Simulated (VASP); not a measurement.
Here is the system:

```yaml
crystal:
  lattice:
    - [2.26938, -3.93069, 0.00000]
    - [2.26938, 3.93069, 0.00000]
    - [0.00000, 0.00000, 7.03208]
  atoms:
    - { symbol: Pb, position: [0.00000, 0.00000, 0.00000] }
    - { symbol: I, position: [0.33333, 0.66667, 0.26557] }
    - { symbol: I, position: [0.66667, 0.33333, 0.73443] }
```

Level of theory: PBEsol GGA, VASP's PBE PAW potentials (set 64) (plane waves; VASP 6.6.1). Run with 400 eV cut-off, 6×6×4 Γ-centred mesh, tetrahedra with Blöchl corrections, potentials Pb_d I.

Without a dispersion term in the relaxation, distances and binding between the weakly bound layers, chains or molecules are unreliable, and so is what depends on them. Unless said otherwise, spin-orbit coupling is left out, though it shifts the bands of the heavy elements here.

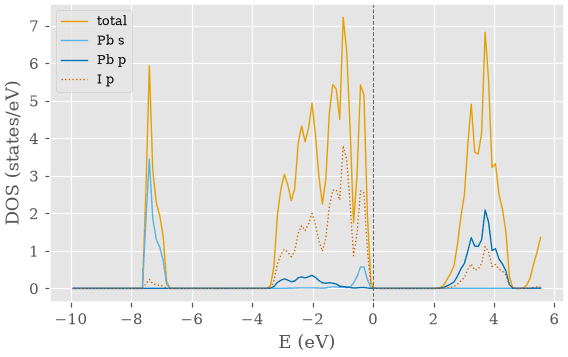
Figure. Total and projected density of states, zero at the valence-band maximum

Within 2 eV below the valence-band maximum the largest weight inside VASP's projection spheres is I p.

The gap is direct, 2.13 eV, from the valence maximum at A to the conduction minimum at A.

The compound is PbI2 in the 1T layered structure. It was relaxed first.
